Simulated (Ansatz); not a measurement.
# AlC (quartet): correlated methods under varied settings at distance Al1–C2 = 2.392 Å

What do other methods and options give for AlC (quartet) at this geometry, and how long do they take?

Computed with Ansatz 0.2.0, Gaussian basis. Level: the settings change from run to run.

23 further runs of the same task are left out: 16 that didn't finish, 7 set aside as unsound or not needed.

**1. What is computed**

The geometry derives from a PBE0/def2-TZVP stationary point (not a proven minimum). One bond is set to the value named and the two fragments are kept rigid.

2 atoms, charge 0, spin multiplicity 4.

Atoms are counted from 1 here; the program's logs count them from 0.

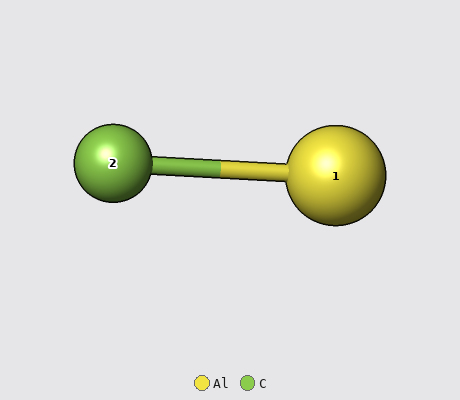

The structure; aluminium yellow, carbon green; atoms are numbered from 1 in the order of the file.

Geometry (Å):

```
Al    0.0000    0.0000    0.0000
C     0.0000    0.0000    2.3920
```

**2. CCSD on ROHF/6-31G***

in.yaml

```yaml
crystal:
  periodic: [false, false, false]
  atoms:
    - {symbol: Al, position_ang: [0.000000, 0.000000, 0.000000]}
    - {symbol: C, position_ang: [0.000000, 0.000000, 2.392000]}
basis:
  gaussian: {orbitals: "6-31G*", point_charges: [{charge: -1.00, position_ang: [3.009, 0.294, -0.418]}]}
magnetization: {spin_polarized: false, initial_magnetization: 3}
correlation: {method: ccsd, electrons: outside_noble_gas}
accuracy: high
```

The run is started by

```console
ansatz run in.yaml --threads 1 --pin off --events-out ev --progress --plain --max-ram 2393MiB
```

Log, cut to the lines that bear on the results:

```text
Functional definition: HF
  name "HF"
  cite "Fock, Z. Phys. 61, 126 (1930) doi:10.1007/BF01340294"
  parent pbe
[...]
586 factors; integrals over basis functions are off by at most 2.9e-9 eV
[...]
mean field -7609.48086098 eV, -279.6432637496 hartree, gradient 2.7e-8 eV, S^2 3.750000; 2 other end points of the search recorded, 0 dependent functions left out
[...]
determinant -7609.48086098 eV, -279.6432637496 hartree, with singles and doubles -7613.01385057 eV, -279.7730987225 hartree
determinant -7606.83836050 eV, -279.5461536482 hartree, with singles and doubles -7610.49957216 eV, -279.6807006949 hartree
6 core orbitals not correlated: weight in the atoms' cores, before any rotation towards them, 1.000 or more for the frozen orbitals, at most 0.000 for the correlated occupied ones
reference -7609.48086098 eV, -279.6432637496 hartree; 5, 2 occupied and 23, 26 virtual orbitals, 586 factors
second order -2.71664828 eV of doubles, -0.03134225 eV of singles
cycle   1  -3.53243668 eV  change    5.5e-4 eV  update   1.7e-3
[...]
cycle  22  -3.53363301 eV  change  -9.3e-11 eV  update  7.2e-10
Total energy: -7613.01449399 eV, -279.7731223676 hartree
```

Wall time 2.4 s (1 thread of Arm Neoverse N1, shared host).

From the report: correlation -3.5336 eV; T1 0.039; largest double amplitude 0.08.

**3. BCCD on ROHF/def2-mTZVP**

in.yaml

```yaml
crystal:
  periodic: [false, false, false]
  atoms:
    - {symbol: Al, position_ang: [0.000000, 0.000000, 0.000000]}
    - {symbol: C, position_ang: [0.000000, 0.000000, 2.392000]}
basis:
  gaussian: {orbitals: def2-mTZVP, fitting: {mean_field: def2-universal-jkfit}}
magnetization: {spin_polarized: false, initial_magnetization: 3}
correlation: {method: bccd, electrons: outside_noble_gas}
accuracy: high
output: {forces: true}
```

Launched as before.

Log, cut to the lines that bear on the results:

```text
Functional definition: HF
  name "HF"
  cite "Fock, Z. Phys. 61, 126 (1930) doi:10.1007/BF01340294"
  parent pbe
[...]
203 factors; integrals over basis functions are off by at most 1.6e-1 eV
[...]
mean field -7609.19921917 eV, -279.6329136040 hartree, gradient 1.7e-8 eV, S^2 3.750000; 5 other end points of the search recorded, 0 dependent functions left out
determinant -7609.19921917 eV, -279.6329136040 hartree, with singles and doubles -7612.85774472 eV, -279.7673619381 hartree
determinant -7606.64529728 eV, -279.5390587055 hartree, with singles and doubles -7610.31429579 eV, -279.6738919139 hartree
determinant -7606.62524748 eV, -279.5383218892 hartree, with singles and doubles -7610.19966535 eV, -279.6696793230 hartree
6 core orbitals not correlated: weight in the atoms' cores, before any rotation towards them, 1.000 or more for the frozen orbitals, at most 0.000 for the correlated occupied ones
reference -7609.19921917 eV, -279.6329136040 hartree; 5, 2 occupied and 30, 33 virtual orbitals, 203 factors
second order -2.82699442 eV of doubles, -0.03421591 eV of singles
cycle   1  -3.64913059 eV  change    9.4e-3 eV  update   1.3e-2
[...]
cycle  24  -3.64363188 eV  change  -1.5e-10 eV  update  6.0e-10
[...]
Total energy: -7612.84285105 eV, -279.7668146058 hartree
Atom 0 at     0.000000     0.000000     0.000000 Å, force     0.000000     0.000000     2.237578 eV/Å
Atom 1 at     0.000000     0.000000     2.392000 Å, force    -0.000000    -0.000000    -2.237578 eV/Å
Dipole moment:     0.000000    -0.000000    -0.822698 e Å
```

Wall time 4.4 s (1 thread of Arm Neoverse N1, shared host).

From the report: correlation -3.6436 eV; largest double amplitude 0.07.

**4. CCSD(T) on ROHF/cc-pVDZ**

in.yaml

```yaml
crystal:
  periodic: [false, false, false]
  atoms:
    - {symbol: Al, position_ang: [0.000000, 0.000000, 0.000000]}
    - {symbol: C, position_ang: [0.000000, 0.000000, 2.392000]}
basis:
  gaussian: {orbitals: cc-pVDZ}
magnetization: {spin_polarized: false, initial_magnetization: 3}
correlation: {method: ccsd_t, electrons: outside_noble_gas}
scf: {lower_state_search: off}
output: {forces: true}
```

Launched as before.

Log, cut to the lines that bear on the results:

```text
Functional definition: HF
  name "HF"
  cite "Fock, Z. Phys. 61, 126 (1930) doi:10.1007/BF01340294"
  parent pbe
[...]
315 factors; integrals over basis functions are off by at most 7.1e-4 eV
[...]
mean field -7609.06296689 eV, -279.6279064251 hartree, gradient 2.9e-6 eV, S^2 3.750000; 0 other end points of the search recorded, 0 dependent functions left out
6 core orbitals not correlated: weight in the atoms' cores, before any rotation towards them, 1.000 or more for the frozen orbitals, at most 0.000 for the correlated occupied ones
reference -7609.06296689 eV, -279.6279064251 hartree; 5, 2 occupied and 21, 24 virtual orbitals, 315 factors
second order -2.87396138 eV of doubles, -0.02895770 eV of singles
cycle   1  -3.46784772 eV  change   -5.6e-1 eV  update   8.4e-2
[...]
cycle  14  -3.78971310 eV  change    1.2e-6 eV  update   1.0e-6
perturbative correction -0.13261536 eV, -0.0048735246 hartree
[...]
Total energy: -7612.98529536 eV, -279.7720493376 hartree
Atom 0 at     0.000000     0.000000     0.000000 Å, force    -0.000000    -0.000000     2.123236 eV/Å
Atom 1 at     0.000000     0.000000     2.392000 Å, force    -0.000000    -0.000000    -2.123236 eV/Å
Dipole moment:     0.000000    -0.000000    -0.631525 e Å
Checks for a lower state left out: starts, cluster_reference, orbital_swaps, neighbouring_geometries, increment
```

It took 1.3 s on 1 thread of Arm Neoverse N1, shared host.

From the report: correlation -3.9223 eV; T1 0.044; largest double amplitude 0.07.

**5. MRCISD+Q(relaxed)(3,6)/def2-SVP**

in.yaml

```yaml
crystal:
  periodic: [false, false, false]
  atoms:
    - {symbol: Al, position_ang: [0.000000, 0.000000, 0.000000]}
    - {symbol: C, position_ang: [0.000000, 0.000000, 2.392000]}
basis:
  gaussian: {orbitals: def2-SVP}
magnetization: {spin_polarized: false, initial_magnetization: 3}
correlation: {method: fic_mrcisd_q_relaxed, electrons: outside_noble_gas, active_space: {window: {electrons: 3, orbitals: 6}}}
scf: {lower_state_search: full}
```

The command is unchanged.

Log, cut to the lines that bear on the results:

```text
Functional definition: HF
  name "HF"
  cite "Fock, Z. Phys. 61, 126 (1930) doi:10.1007/BF01340294"
  parent pbe
[...]
302 factors; integrals over basis functions are off by at most 5.5e-4 eV
[...]
mean field -7605.78932269 eV, -279.5076022197 hartree, gradient 8.2e-6 eV, S^2 3.750000; 9 other end points of the search recorded, 0 dependent functions left out
reference -7605.78932269 eV, -279.5076022197 hartree; 11, 8 occupied and 21, 24 virtual orbitals, 302 factors
state -7606.20936310 eV, -279.5230384199 hartree
contracted CI cycle   1: correlation 0.00000000 eV, 0.0000000000 hartree, residual 1.24e1 eV
contracted CI cycle   2: correlation -2.74659943 eV, -0.1009356674 hartree, residual 2.85e0 eV
contracted CI cycle   3: correlation -2.97103766 eV, -0.1091836203 hartree, residual 1.56e0 eV
contracted CI cycle   4: correlation -3.03438920 eV, -0.1115117464 hartree, residual 7.95e-1 eV
contracted CI cycle   5: correlation -3.04891035 eV, -0.1120453889 hartree, residual 3.08e-1 eV
contracted CI cycle   6: correlation -3.05165622 eV, -0.1121462978 hartree, residual 1.70e-1 eV
contracted CI cycle   7: correlation -3.05243740 eV, -0.1121750056 hartree, residual 8.32e-2 eV
contracted CI cycle   8: correlation -3.05267358 eV, -0.1121836847 hartree, residual 4.69e-2 eV
contracted CI cycle   9: correlation -3.05274050 eV, -0.1121861443 hartree, residual 2.31e-2 eV
contracted CI cycle  10: correlation -3.05275511 eV, -0.1121866812 hartree, residual 1.19e-2 eV
contracted CI cycle  11: correlation -3.05275862 eV, -0.1121868100 hartree, residual 5.43e-3 eV
contracted CI cycle  12: correlation -3.05275936 eV, -0.1121868371 hartree, residual 2.46e-3 eV
contracted CI cycle  13: correlation -3.05275951 eV, -0.1121868427 hartree, residual 1.01e-3 eV
state -7606.20936310 eV, -279.5230384199 hartree; corrected -7609.57072389 eV, -279.6465661507 hartree
Total energy: -7609.57072389 eV, -279.6465661507 hartree
```

Wall time 2.2 s (1 thread of Arm Neoverse N1, shared host).

From the report: 8 determinants; active occupations 0.99, 0.99, 0.99, 0.01, 0.01, 0.01.

**6. NEVPT2(5,4)/cc-pVDZ**

in.yaml

```yaml
crystal:
  periodic: [false, false, false]
  atoms:
    - {symbol: Al, position_ang: [0.000000, 0.000000, 0.000000]}
    - {symbol: C, position_ang: [0.000000, 0.000000, 2.392000]}
basis:
  gaussian: {orbitals: cc-pVDZ}
magnetization: {spin_polarized: false, initial_magnetization: 3}
correlation: {method: sc_nevpt2, electrons: valence, active_space: {window: {electrons: 5, orbitals: 4}, states: [{multiplicity: 4, weights: [1, 1]}]}}
output: {forces: true}
```

The command is unchanged.

Log, cut to the lines that bear on the results:

```text
Functional definition: HF
  name "HF"
  cite "Fock, Z. Phys. 61, 126 (1930) doi:10.1007/BF01340294"
  parent pbe
[...]
577 factors; integrals over basis functions are off by at most 1.1e-7 eV
[...]
mean field -7609.06298265 eV, -279.6279070042 hartree, gradient 3.1e-6 eV, S^2 3.750000; 4 other end points of the search recorded, 0 dependent functions left out
reference -7609.06298265 eV, -279.6279070042 hartree; 11, 8 occupied and 21, 24 virtual orbitals, 577 factors
state -7608.56855161 eV, -279.6097369987 hartree
state -7603.18376458 eV, -279.4118497253 hartree
state -7608.56855161 eV, -279.6097369987 hartree; corrected -7611.77817629 eV, -279.7276885301 hartree
state -7603.18376458 eV, -279.4118497253 hartree; corrected -7607.65666536 eV, -279.5762257972 hartree
[...]
Total energy: -7609.71742083 eV, -279.6519571637 hartree
Atom 0 at     0.000000     0.000000     0.000000 Å, force     0.000000    -0.000000     3.982432 eV/Å
Atom 1 at     0.000000     0.000000     2.392000 Å, force    -0.000000     0.000000    -3.982432 eV/Å
Dipole moment:    -0.000000    -0.000000    -0.843523 e Å
```

Run time: 2.2 s. Hardware: 1 thread of Arm Neoverse N1, shared host.

From the report: 2 determinants; active occupations (of the averaged states) 1.50, 1.50, 1.00, 1.00.

**7. NEVPT2(7,8)/STO-3G**

in.yaml

```yaml
crystal:
  periodic: [false, false, false]
  atoms:
    - {symbol: Al, position_ang: [0.000000, 0.000000, 0.000000]}
    - {symbol: C, position_ang: [0.000000, 0.000000, 2.392000]}
basis:
  gaussian: {orbitals: STO-3G}
magnetization: {spin_polarized: false, initial_magnetization: 3}
correlation: {method: sc_nevpt2, electrons: outside_noble_gas, active_space: {window: {electrons: 7, orbitals: 8}, states: [{multiplicity: 4, weights: [1, 1, 1, 1]}], root: 1}}
accuracy: high
output: {forces: true}
```

The command is unchanged.

Log, cut to the lines that bear on the results:

```text
Functional definition: HF
  name "HF"
  cite "Fock, Z. Phys. 61, 126 (1930) doi:10.1007/BF01340294"
  parent pbe
[...]
221 factors; integrals over basis functions are off by at most 2.6e-8 eV
[...]
mean field -7515.28618278 eV, -276.1816731733 hartree, gradient 2.9e-8 eV, S^2 3.750000; 4 other end points of the search recorded, 0 dependent functions left out
reference -7515.28618278 eV, -276.1816731733 hartree; 11, 8 occupied and 3, 6 virtual orbitals, 221 factors
state -7516.76600402 eV, -276.2360556006 hartree
state -7513.50173965 eV, -276.1160960978 hartree
state -7513.50173965 eV, -276.1160960978 hartree
state -7513.16617480 eV, -276.1037643170 hartree
state -7516.76600402 eV, -276.2360556006 hartree; corrected -7516.76600402 eV, -276.2360556006 hartree
state -7513.50173965 eV, -276.1160960978 hartree; corrected -7513.50173965 eV, -276.1160960978 hartree
state -7513.50173965 eV, -276.1160960978 hartree; corrected -7513.50173965 eV, -276.1160960978 hartree
state -7513.16617480 eV, -276.1037643170 hartree; corrected -7513.16617480 eV, -276.1037643170 hartree
[...]
Total energy: -7513.50173965 eV, -276.1160960978 hartree
Atom 0 at     0.000000     0.000000     0.000000 Å, force    -0.000000    -0.000000     1.104581 eV/Å
Atom 1 at     0.000000     0.000000     2.392000 Å, force     0.000000     0.000000    -1.104581 eV/Å
Dipole moment:     0.000000    -0.000000    -0.345359 e Å
```

It took 5.5 s on 1 thread of Arm Neoverse N1, shared host.

From the report: 400 determinants; active occupations (of the averaged states) 1.96, 1.85, 0.88, 0.88, 0.59, 0.40, 0.40, 0.05.

**8. MP2 on UHF/6-31++G****

in.yaml

```yaml
crystal:
  periodic: [false, false, false]
  atoms:
    - {symbol: Al, position_ang: [0.000000, 0.000000, 0.000000]}
    - {symbol: C, position_ang: [0.000000, 0.000000, 2.392000]}
basis:
  gaussian: {orbitals: "6-31++G**"}
magnetization: {spin_polarized: true, initial_magnetization: 3}
correlation: {method: mp2, electrons: outside_noble_gas}
output: {forces: true}
```

The command is unchanged.

Log, cut to the lines that bear on the results:

```text
Functional definition: HF
  name "HF"
  cite "Fock, Z. Phys. 61, 126 (1930) doi:10.1007/BF01340294"
  parent pbe
[...]
348 factors; integrals over basis functions are off by at most 4.4e-4 eV
[...]
mean field -7608.65917535 eV, -279.6130673595 hartree, gradient 2.5e-6 eV, S^2 3.763424; 4 other end points of the search recorded, 0 dependent functions left out
6 core orbitals not correlated: weight in the atoms' cores, before any rotation towards them, 1.000 or more for the frozen orbitals, at most 0.000 for the correlated occupied ones
reference -7608.65917535 eV, -279.6130673595 hartree; 5, 2 occupied and 31, 34 virtual orbitals, 348 factors
second order -2.81953102 eV of doubles, -0.00000000 eV of singles
[...]
Total energy: -7611.47870637 eV, -279.7166832134 hartree
Atom 0 at     0.000000     0.000000     0.000000 Å, force    -0.000000    -0.000000     2.265365 eV/Å
Atom 1 at     0.000000     0.000000     2.392000 Å, force     0.000000     0.000000    -2.265365 eV/Å
Dipole moment:    -0.000000     0.000000    -0.809963 e Å
```

It took 0.84 s on 1 thread of Arm Neoverse N1, shared host.

From the report: ⟨S²⟩ of the determinant 3.763 (pure quartet: 3.75).

**9. BCCD on ROHF/6-31G**

in.yaml

```yaml
crystal:
  periodic: [false, false, false]
  atoms:
    - {symbol: Al, position_ang: [0.000000, 0.000000, 0.000000]}
    - {symbol: C, position_ang: [0.000000, 0.000000, 2.392000]}
basis:
  gaussian: {orbitals: 6-31G}
magnetization: {spin_polarized: false, initial_magnetization: 3}
correlation: {method: bccd, electrons: outside_noble_gas, diis_vectors: 1}
```

Launched as before.

Log, cut to the lines that bear on the results:

```text
Functional definition: HF
  name "HF"
  cite "Fock, Z. Phys. 61, 126 (1930) doi:10.1007/BF01340294"
  parent pbe
[...]
265 factors; integrals over basis functions are off by at most 1.3e-4 eV
[...]
mean field -7608.22411564 eV, -279.5970792103 hartree, gradient 1.7e-6 eV, S^2 3.750000; 4 other end points of the search recorded, 0 dependent functions left out
[...]
determinant -7608.22411564 eV, -279.5970792103 hartree, with singles and doubles -7610.55501707 eV, -279.6827382579 hartree
determinant -7605.86082256 eV, -279.5102297913 hartree, with singles and doubles -7608.10850870 eV, -279.5928307336 hartree
determinant -7605.83173356 eV, -279.5091607904 hartree, with singles and doubles -7607.98000505 eV, -279.5881083114 hartree
6 core orbitals not correlated: weight in the atoms' cores, before any rotation towards them, 1.000 or more for the frozen orbitals, at most 0.000 for the correlated occupied ones
reference -7608.22411564 eV, -279.5970792103 hartree; 5, 2 occupied and 11, 14 virtual orbitals, 265 factors
second order -1.58420832 eV of doubles, -0.02821416 eV of singles
cycle   1  -2.31325416 eV  change    1.8e-2 eV  update   2.0e-2
[...]
cycle  18  -2.30522557 eV  change   -1.5e-6 eV  update   3.2e-6
Total energy: -7610.52934121 eV, -279.6817946876 hartree
```

Run time: 1 s. Hardware: 1 thread of Arm Neoverse N1, shared host.

From the report: correlation -2.3052 eV; largest double amplitude 0.07.

**10. BCCD on ROHF/cc-pVDZ**

in.yaml

```yaml
crystal:
  periodic: [false, false, false]
  atoms:
    - {symbol: Al, position_ang: [0.000000, 0.000000, 0.000000]}
    - {symbol: C, position_ang: [0.000000, 0.000000, 2.392000]}
basis:
  gaussian: {orbitals: cc-pVDZ}
magnetization: {spin_polarized: false, initial_magnetization: 3}
correlation: {method: bccd, electrons: all}
accuracy: high
output: {forces: true}
```

The command is unchanged.

Log, cut to the lines that bear on the results:

```text
Functional definition: HF
  name "HF"
  cite "Fock, Z. Phys. 61, 126 (1930) doi:10.1007/BF01340294"
  parent pbe
[...]
607 factors; integrals over basis functions are off by at most 3.4e-9 eV
[...]
mean field -7609.06298267 eV, -279.6279070048 hartree, gradient 1.9e-8 eV, S^2 3.750000; 5 other end points of the search recorded, 0 dependent functions left out
[...]
determinant -7609.06298267 eV, -279.6279070048 hartree, with singles and doubles -7613.00958116 eV, -279.7729418243 hartree
determinant -7606.50289770 eV, -279.5338256176 hartree, with singles and doubles -7610.53835498 eV, -279.6821259374 hartree
determinant -7606.47233531 eV, -279.5327024705 hartree, with singles and doubles -7610.40853702 eV, -279.6773552153 hartree
reference -7609.06298267 eV, -279.6279070048 hartree; 11, 8 occupied and 21, 24 virtual orbitals, 607 factors
second order -3.04349176 eV of doubles, -0.02992806 eV of singles
cycle   1  -3.93710032 eV  change    9.5e-3 eV  update   1.5e-2
[...]
cycle  24  -3.92987780 eV  change   8.6e-10 eV  update   1.8e-9
[...]
Total energy: -7612.99286047 eV, -279.7723273502 hartree
Atom 0 at     0.000000     0.000000     0.000000 Å, force     0.000000    -0.000000     2.189737 eV/Å
Atom 1 at     0.000000     0.000000     2.392000 Å, force    -0.000000     0.000000    -2.189737 eV/Å
Dipole moment:    -0.000000     0.000000    -0.679552 e Å
```

Run time: 15 s. Hardware: 1 thread of Arm Neoverse N1, shared host.

From the report: correlation -3.9299 eV; largest double amplitude 0.07.

**11. All runs side by side**

Where basis and cores are those of an earlier FCI/cc-pVDZ run (-7613.0430 eV), and the state is the same kind, the miss against it is given.

| level | correlated | functions | energy (eV) | from FCI (meV) | time |
| --- | --- | --- | --- | --- | --- |
| CCSD on ROHF/6-31G* (beside a point charge) | outside noble gas | 34 | -7613.0145 |  | 2.4 s |
| BCCD on ROHF/def2-mTZVP | outside noble gas | 41 | -7612.8429 |  | 4.4 s |
| CCSD(T) on ROHF/cc-pVDZ | outside noble gas | 32 | -7612.9853 | 57.7 | 1.3 s |
| MRCISD+Q(relaxed)(3,6)/def2-SVP | outside noble gas | 32 | -7609.5707 |  | 2.2 s |
| NEVPT2(5,4)/cc-pVDZ (mean of several states) | valence | 32 | -7609.7174 |  | 2.2 s |
| NEVPT2(7,8)/STO-3G (excited root 1 of an average) | outside noble gas | 14 | -7513.5017 |  | 5.5 s |
| MP2 on UHF/6-31++G** | outside noble gas | 42 | -7611.4787 |  | 0.84 s |
| BCCD on ROHF/6-31G | outside noble gas | 22 | -7610.5293 |  | 1 s |
| BCCD on ROHF/cc-pVDZ | all | 32 | -7612.9929 |  | 15 s |

**12. Outcome**

```
quantity                         value
    runs                             9
quickest  MP2 on UHF/6-31++G**, 0.84 s
 slowest    BCCD on ROHF/cc-pVDZ, 15 s
```

In words: Total energies in different bases, with other cores or another treatment of relativity can't be set against each other. BCCD on ROHF/cc-pVDZ took 18 times as long as MP2 on UHF/6-31++G**; the jobs differ in more than the method.
